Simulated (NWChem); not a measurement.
**HF/6-311G run of BClO (boron chloride oxide)**

What is the energy change on altering one bond length of BClO (boron chloride oxide) at HF/6-311G? 

The results are computed with NWChem 7.3.0.

3 further runs of the same task are left out: 1 that didn't finish, 2 set aside as unsound or not needed.

### 1 The system as given

BClO: 3 atoms, total charge 0, spin state singlet. SMILES: `O=BCl`. The shape is that of a GFN2-xTB optimisation.

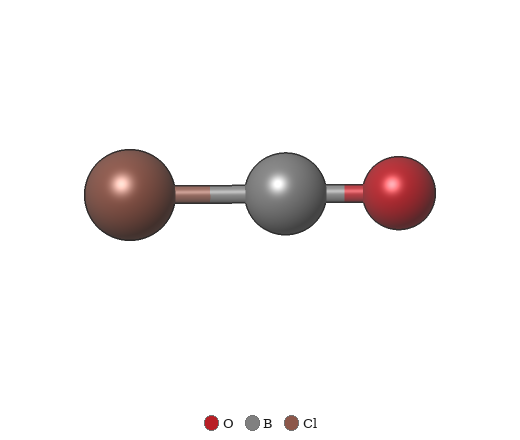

The structure, seen from a chosen angle (oxygen red, boron grey, chlorine brown).

### 2 The charge distribution at HF/6-311G

bclo.xyz

```xyz
3
BClO
O      1.019560     0.606200     0.626990
B      0.113080     0.066620     0.069470
Cl    -1.132640    -0.672810    -0.696460
```

bclo.nw

```
start bclo
title "BClO"
memory total 2200 mb
geometry units angstroms noautosym nocenter noautoz
  load format xyz bclo.xyz
end
basis spherical bse
  * library 6-311G
end
scf
  nopen 0
  rhf
  thresh 1e-05
end
property
  efieldgrad
  octupole
  dipole
  localization pm
  moldenfile
  molden_norm janpa
end
task scf property
```

Run with:

```console
nwchem bclo.nw > bclo.out
```

Output:

```text
[...]
  functions       =    47
[...]
  wavefunction    = RHF
[...]
         Total SCF energy =   -559.086491201936
      One-electron energy =   -910.820103598271
      Two-electron energy =    281.130505139203
 Nuclear repulsion energy =     70.603107257132
        Time for solution =      1.2s
[...]
   Dipole moment        2.4481580309 Debye(s)
             DMX       -1.8593527776 DMXEFC        0.0000000000
             DMY       -1.1082197551 DMYEFC        0.0000000000
             DMZ       -1.1437368434 DMZEFC        0.0000000000
   -EFC- dipole         0.0000000000 DEBYE(S)
   Total dipole         2.4481580309 DEBYE(S)
[...]
```

It took 1.9 s on 1 thread of INTEL XEON PLATINUM 8581C at 2.30GHz (Emerald Rapids), shared host; peak memory 0.1 GiB.

Atomic charges (e):

| atom | Mulliken |
| --- | --- |
| O1 | -0.530 |
| B2 | +0.580 |
| Cl3 | -0.060 |

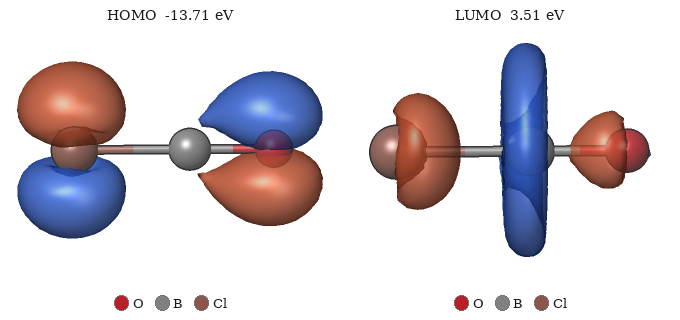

Frontier orbitals of this run, surfaces at ±0.2 Å^-3/2.

### 3 The distorted shape, same level

run.nw

```
start run
title "BClO properties"
memory 2200 mb

geometry units angstroms noautosym nocenter noautoz
 O        0.894988       0.532257       0.550397
 B       -0.011492      -0.007323      -0.007123
 Cl      -1.132640      -0.672810      -0.696460
end

basis spherical bse
 * library 6-311G
end

scf
 thresh 1e-05
 print medium
end

property
 efieldgrad
 octupole
 dipole
 localization pm
 moldenfile
 molden_norm janpa
end

task scf property
```

Run with:

```console
nwchem run.nw > run.out
```

Output:

```text
[...]
  functions       =    47
[...]
  wavefunction    = RHF
[...]
         Total SCF energy =   -559.040980138261
      One-electron energy =   -919.821703519290
      Two-electron energy =    285.566792819505
 Nuclear repulsion energy =     75.213930561524
        Time for solution =      1.2s
[...]
   Dipole moment        3.0165363597 Debye(s)
             DMX       -2.2914182013 DMXEFC        0.0000000000
             DMY       -1.3647319083 DMYEFC        0.0000000000
             DMZ       -1.4093974083 DMZEFC        0.0000000000
   -EFC- dipole         0.0000000000 DEBYE(S)
   Total dipole         3.0165363597 DEBYE(S)
[...]
```

Run time: 1.9 s. Hardware: 1 thread of INTEL XEON PLATINUM 8581C at 2.30GHz (Emerald Rapids), shared host; peak memory 0.19 GiB.

Atomic charges (e):

| atom | Mulliken |
| --- | --- |
| O1 | -0.520 |
| B2 | +0.450 |
| Cl3 | +0.060 |

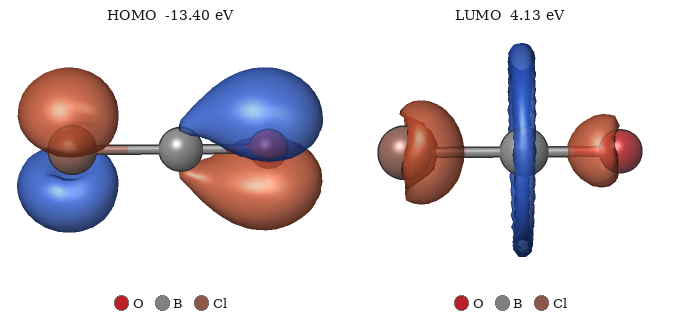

Frontier orbitals of this run, surfaces at ±0.2 Å^-3/2.

### 4 What came out

Level: HF/6-311G.

| quantity | value |
| --- | --- |
| first shape: total energy | -559.08649 Eh |
| first shape: dipole moment | 2.45 D |
| first shape: HOMO energy | -13.71 eV |
| first shape: LUMO energy | 3.51 eV |
| first shape: HOMO–LUMO gap | 17.22 eV |
| distorted shape: total energy | -559.04098 Eh |
| distorted shape: dipole moment | 3.02 D |
| distorted shape: HOMO energy | -13.40 eV |
| distorted shape: LUMO energy | 4.13 eV |
| distorted shape: HOMO–LUMO gap | 17.52 eV |
| energy change with the B2–Cl3 bond shortened from 1.639 to 1.475 Å | 1.238 eV |

**Reading.** With the B2–Cl3 bond shortened from 1.639 to 1.475 Å the energy rises by 1.24 eV (29 kcal/mol). The first shape isn't relaxed at this level, so the change isn't measured from a minimum. Mulliken charges (first shape) run from -0.53 on O1 to +0.58 on B2.
